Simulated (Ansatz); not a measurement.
## Single-point calculation of Si$_{2}$NH$_{7}$S

The run: single-point calculation of Si$_{2}$NH$_{7}$S. Method and program: RKS r2SCAN-D4/def2-TZVPP (Ansatz 0.2.0).

The geometry comes from this level: PBE0-D4/def2-TZVP. Figures and captions count atoms from 1; the log counts them from 0 in places.

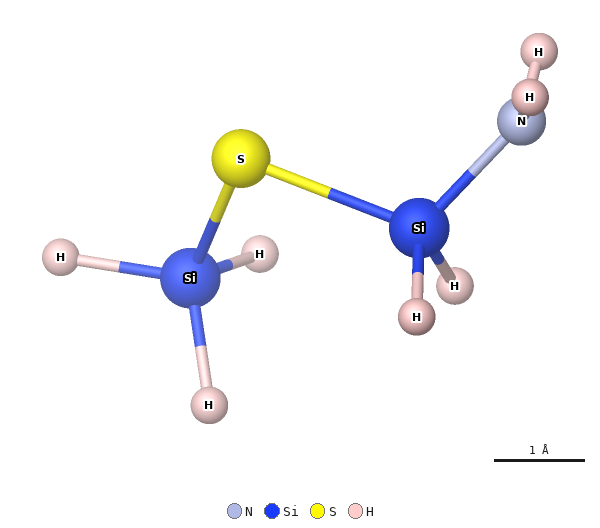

The input geometry (ball-and-stick view, seen at a tilt).

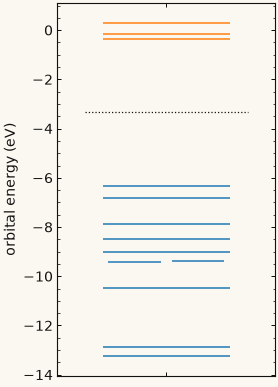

Orbital energies near the frontier; the dotted line parts filled from empty levels, and levels within 0.02 eV of each other stand side by side. Highest filled −6.33 eV, lowest empty −0.34 eV, 5.99 eV apart.

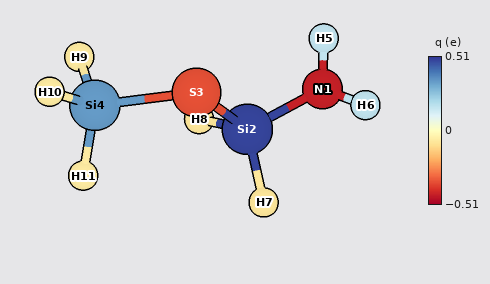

Mulliken charges, as the colour of each atom (ball-and-stick view, seen at a tilt; atoms are numbered from 1 in the order of the input). By element: N −0.44, Si +0.34 to +0.48, S −0.35 and H −0.08 to +0.16 e.

The input and output of the run follow.

## Input file
```yaml
crystal:
  periodic: [false, false, false]
  atoms:
    - {symbol: N, position_ang: [-1.301480, 2.111637, 0.143624]}
    - {symbol: Si, position_ang: [-0.225630, 0.909736, -0.414066]}
    - {symbol: S, position_ang: [0.880122, -0.059909, 1.159445]}
    - {symbol: Si, position_ang: [0.968598, -1.995994, 0.270525]}
    - {symbol: H, position_ang: [-2.046918, 1.880105, 0.780439]}
    - {symbol: H, position_ang: [-0.963132, 3.046871, 0.301650]}
    - {symbol: H, position_ang: [0.721066, 1.582094, -1.335157]}
    - {symbol: H, position_ang: [-0.976389, -0.164336, -1.115116]}
    - {symbol: H, position_ang: [-0.375132, -2.627193, 0.224569]}
    - {symbol: H, position_ang: [1.876046, -2.808151, 1.117591]}
    - {symbol: H, position_ang: [1.508250, -1.931861, -1.112905]}
basis:
  gaussian: {orbitals: def2-TZVPP}
hamiltonian: {xc: r2scan, dispersion: d4}
output: {forces: true, orbitals: {seedname: orbitals}}
```

Command:
```bash
ansatz run in.yaml --threads 4 --pin off --events-out ev --progress --plain --max-ram 10444MiB
```

## The program's output
```
Functional definition: r2SCAN
  name "r2SCAN"
  cite "Furness, Kaplan, Ning, Perdew & Sun, J. Phys. Chem. Lett. 11, 8208 (2020) doi:10.1021/acs.jpclett.0c02405"
  cite "Furness, Kaplan, Ning, Perdew & Sun, J. Phys. Chem. Lett. 11, 9248 (2020) doi:10.1021/acs.jpclett.0c03077"
  parent r2scan
  parameter k0 = 0.174
  parameter k1 = 0.065
  parameter a1 = 4.9479
  exchange = r2scan_x(k0 = k0, k1 = k1, a1 = a1)
  correlation = r2scan_c
1428 factors; their error is unknown
mean field evaluation 1: about -28187.5301 eV, gradient 6.5e1 eV
mean field evaluation 2: about -28167.6470 eV, gradient 1.0e2 eV
mean field evaluation 4: about -28195.3211 eV, gradient 7.1e0 eV
mean field evaluation 8: about -28195.4395 eV, gradient 2.2e-1 eV
mean field evaluation 16: about -28195.4019 eV, gradient 2.5e-4 eV
mean field -28195.40185629 eV, -1036.1619066888 hartree, gradient 4.0e-5 eV, S^2 0.000000; 0 other end points of the search recorded, 0 dependent functions left out
the calculation of the forces begins
reference -28195.40187025 eV, -1036.1619072019 hartree; 29, 29 occupied and 226, 226 virtual orbitals, 1428 factors
Total energy: -28195.46796384 eV, -1036.1643360964 hartree
Atom 0 at    -1.301480     2.111637     0.143624 Å, force    -0.003873    -0.004383    -0.058234 eV/Å
Atom 1 at    -0.225630     0.909736    -0.414066 Å, force    -0.003549     0.001806    -0.064342 eV/Å
Atom 2 at     0.880122    -0.059909     1.159445 Å, force     0.030806    -0.005155     0.059200 eV/Å
Atom 3 at     0.968598    -1.995994     0.270525 Å, force     0.012459    -0.053282    -0.000064 eV/Å
Atom 4 at    -2.046918     1.880105     0.780439 Å, force    -0.007925     0.024010     0.028308 eV/Å
Atom 5 at    -0.963132     3.046871     0.301650 Å, force    -0.016505     0.017388     0.029421 eV/Å
Atom 6 at     0.721066     1.582094    -1.335157 Å, force    -0.023153    -0.010908     0.007390 eV/Å
Atom 7 at    -0.976389    -0.164336    -1.115116 Å, force     0.009262     0.028662     0.004154 eV/Å
Atom 8 at    -0.375132    -2.627193     0.224569 Å, force     0.033738     0.003100    -0.004694 eV/Å
Atom 9 at     1.876046    -2.808151     1.117591 Å, force    -0.019787     0.008862    -0.026450 eV/Å
Atom 10 at     1.508250    -1.931861    -1.112905 Å, force    -0.011475    -0.010100     0.025311 eV/Å
Dipole moment:    -0.211816     0.193749     0.025994 e Å
```

## Results in brief

```json
{"quantity": "outcome", "value": "converged"}
{"quantity": "total energy", "value": "−28195.4680 eV"}
{"quantity": "mean-field energy", "value": "−28195.4019 eV"}
{"quantity": "dispersion energy", "value": "−0.0661 eV"}
{"quantity": "SCF solution under orbital rotations", "value": "stable"}
{"quantity": "HOMO", "value": "−6.33 eV"}
{"quantity": "LUMO", "value": "−0.34 eV"}
{"quantity": "largest force (length of the vector)", "value": "0.067 eV/Å"}
{"quantity": "dipole moment", "value": "1.38 D"}
{"quantity": "hardware", "value": "4 threads of Arm Neoverse V1, 23 GiB of memory available, shared host"}
{"quantity": "wall time", "value": "5.5 s (CPU time 18 s)"}
{"quantity": "peak memory", "value": "0.38 GiB"}
```
